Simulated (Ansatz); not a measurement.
Ta₃Si₂ (space group R-3m, No. 166). Coordinates: coordinates from a relaxation with DFT PBE, scalar-relativistic, plane waves, PAW in Ansatz 0.2.0; the starting structure was generated, so it need not be a known form of this composition.

```cif
data_structure
_symmetry_space_group_name_H-M 'P 1'
_symmetry_Int_Tables_number 1
_cell_length_a 3.4479
_cell_length_b 3.4479
_cell_length_c 25.5063
_cell_angle_alpha 90.000
_cell_angle_beta 90.000
_cell_angle_gamma 120.000
_cell_volume 262.59
loop_
_atom_site_label
_atom_site_type_symbol
_atom_site_fract_x
_atom_site_fract_y
_atom_site_fract_z
_atom_site_occupancy
Ta1 Ta 0.00000 0.00000 0.00000 1
Ta2 Ta 0.33333 0.66667 0.87427 1
Ta3 Ta 0.00000 0.00000 0.79239 1
Si1 Si 0.66667 0.33333 0.72979 1
Si2 Si 0.66667 0.33333 0.93688 1
Ta4 Ta 0.66667 0.33333 0.33333 1
Ta5 Ta 0.00000 0.00000 0.20761 1
Ta6 Ta 0.66667 0.33333 0.12573 1
Si3 Si 0.33333 0.66667 0.06312 1
Si4 Si 0.33333 0.66667 0.27021 1
Ta7 Ta 0.33333 0.66667 0.66667 1
Ta8 Ta 0.66667 0.33333 0.54094 1
Ta9 Ta 0.33333 0.66667 0.45906 1
Si5 Si 0.00000 0.00000 0.39645 1
Si6 Si 0.00000 0.00000 0.60355 1
```

Describe the stacking along c, naming the columns A, B, C as they first turn up.

Ta(A) – Si(B) – Ta(C) – Ta(A) – Si(B) – Ta(C) – Si(A) – Ta(B) – Ta(C) – Si(A) – Ta(B) – Si(C) – Ta(A) – Ta(B) – Si(C) (15 layers in 25.51 Å).

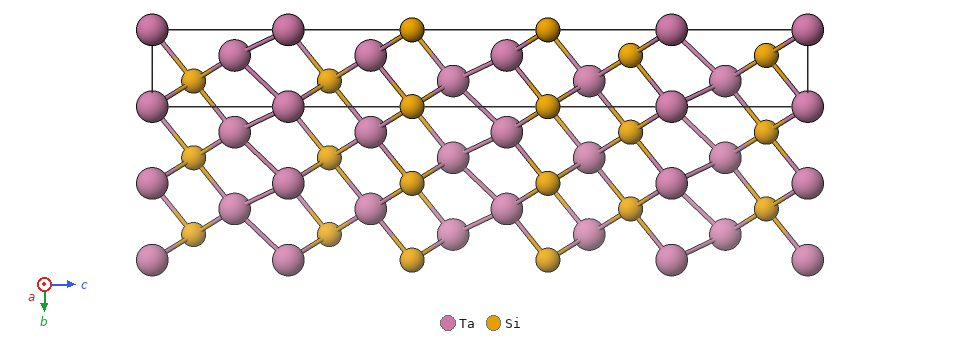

Projection along an edge of the hexagonal mesh, stacking direction c to the right. Every atom sits on one of the three columns of the mesh; call them A, B, C in the order in which they first turn up. The sequence starts with the first layer at or above the cell's origin.
